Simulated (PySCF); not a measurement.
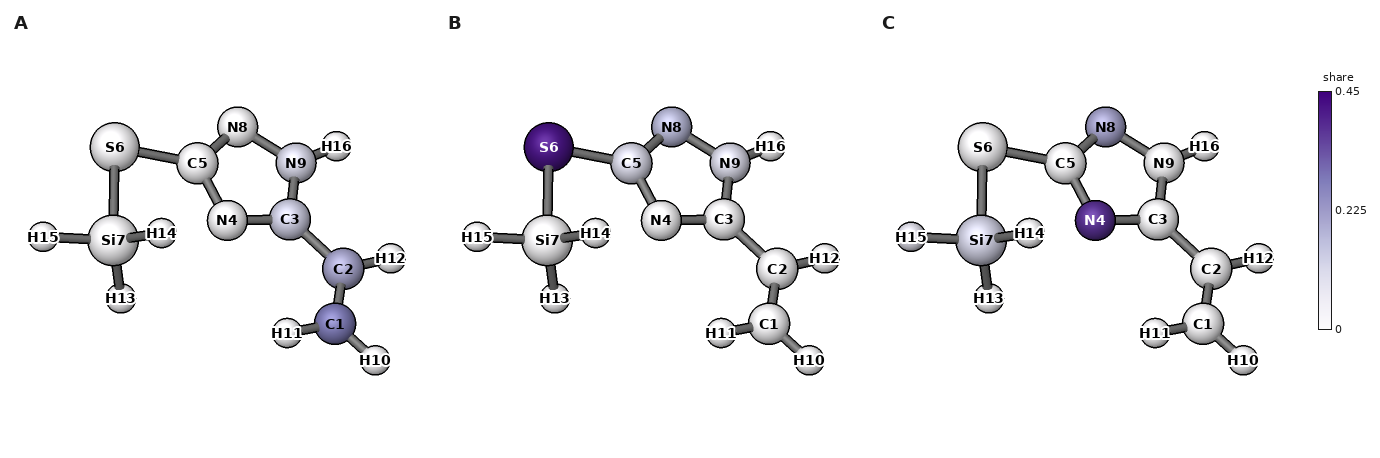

Each panel colours the atoms by their Löwdin share in one orbital (up to four of the largest shares; other atoms are shown as zero). The computed structure is the end point of a GFN2-xTB optimisation. No frequency run is at hand to confirm it as a minimum. Level of theory: ωB97X-D/def2-SVPD (PySCF 2.14.0).

> The panels show the HOMO−2, HOMO, LUMO, in some order. Which is which?

A: LUMO, 0.14 eV; C1 0.28, C2 0.20, C3 0.13, N9 0.11
B: HOMO, −8.29 eV; S6 0.42, N8 0.17, C5 0.10, N9 0.10
C: HOMO−2, −10.16 eV; N4 0.38, N8 0.21, Si7 0.12, H15 0.08

The geometry is semi-empirical. Around Si such bond lengths and angles can be off by a tenth of an ångström or more and by several degrees, and values that hang on the shape move with them.
